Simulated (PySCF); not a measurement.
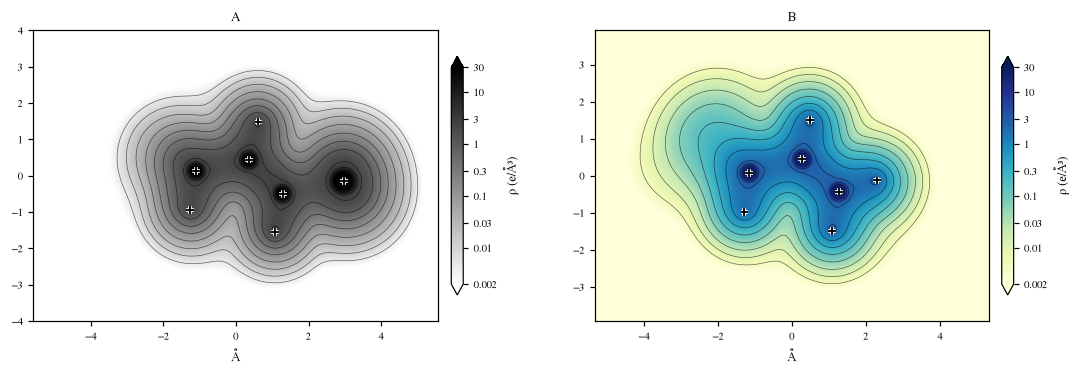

The electron density of 2 systems, each on a plane through atoms (crosses mark nuclei in the plane).

Theory: B3LYP/def2-SVPD, SCF density, gas phase in PySCF.

System 1: C₃H₇ClSi, the plane of atoms C2, C1 and H6. Geometry: GFN2-xTB.

```xyz
12

C     1.8904    0.3188   -0.8270
C     1.0013   -0.4023   -0.1659
C    -0.0485    0.1726    0.7038
Si   -1.8218   -0.0659    0.0021
Cl   -0.0434   -0.6698    2.2986
H     1.9206    1.3931   -0.7440
H     2.6164   -0.1330   -1.4804
H     0.9896   -1.4802   -0.2553
H     0.1641    1.2198    0.9219
H    -2.7504    0.5307    0.9576
H    -2.0485   -1.5004   -0.1451
H    -1.8686    0.6160   -1.2924
```

System 2: C₄H₉ClGeO (SMILES [CH3][GeH2][O]C/C=C/Cl), the plane of atoms C4, C5 and C6. Geometry: GFN2-xTB.

```yaml
atoms:
  - { symbol: C, position_ang: [-2.9692, 0.6574, 0.1732] }
  - { symbol: Ge, position_ang: [-1.2469, -0.1198, -0.3420] }
  - { symbol: O, position_ang: [-0.3371, -0.0215, 1.1747] }
  - { symbol: C, position_ang: [0.9795, -0.4795, 1.3717] }
  - { symbol: C, position_ang: [1.9568, 0.2529, 0.5036] }
  - { symbol: C, position_ang: [2.6569, -0.3441, -0.4441] }
  - { symbol: Cl, position_ang: [3.7442, 0.4968, -1.4756] }
  - { symbol: H, position_ang: [-3.4825, 0.0098, 0.8790] }
  - { symbol: H, position_ang: [-2.8028, 1.6186, 0.6523] }
  - { symbol: H, position_ang: [-3.6106, 0.8052, -0.6909] }
  - { symbol: H, position_ang: [-0.5021, 0.6427, -1.4153] }
  - { symbol: H, position_ang: [-1.2827, -1.5757, -0.7623] }
  - { symbol: H, position_ang: [1.0498, -1.5574, 1.1827] }
  - { symbol: H, position_ang: [1.2101, -0.2912, 2.4273] }
  - { symbol: H, position_ang: [2.0127, 1.3209, 0.6564] }
  - { symbol: H, position_ang: [2.6164, -1.4062, -0.6348] }
```

Question: Which map belongs to which system?

Answer: Panel A is system 2, C₄H₉ClGeO: the plane holds C, Cl and H. C–C (1.32 Å): ρ is about 2.4 e/Å³ halfway. Panel B is system 1, C₃H₇ClSi: the plane holds C and H. C–C (1.32 Å): the density is about 2.4 e/Å³ at the midpoint.
